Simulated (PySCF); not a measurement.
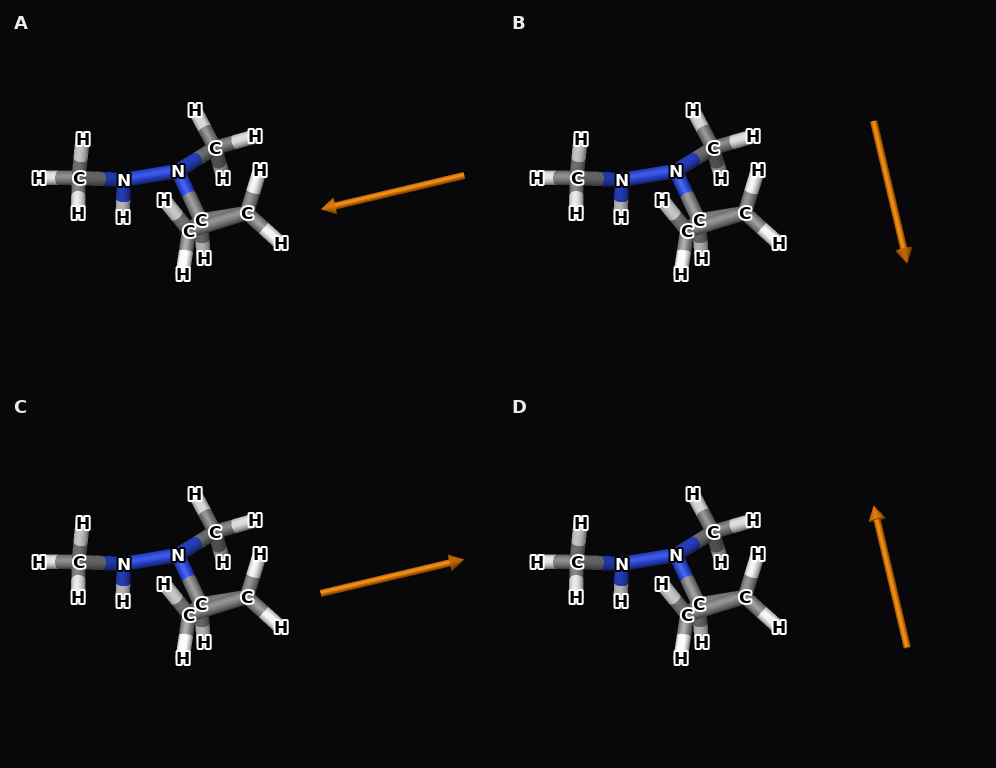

The same molecule four times, each with an arrow. Computed geometry: GFN2-xTB optimisation. No frequency run is at hand to confirm it as a minimum. Level of theory: CAM-B3LYP/def2-SVPD, gas phase (PySCF 2.14.0).

Which arrow points along the dipole moment, from the negative to the positive end?

Answer. B. The dipole moment is 1.35 D.
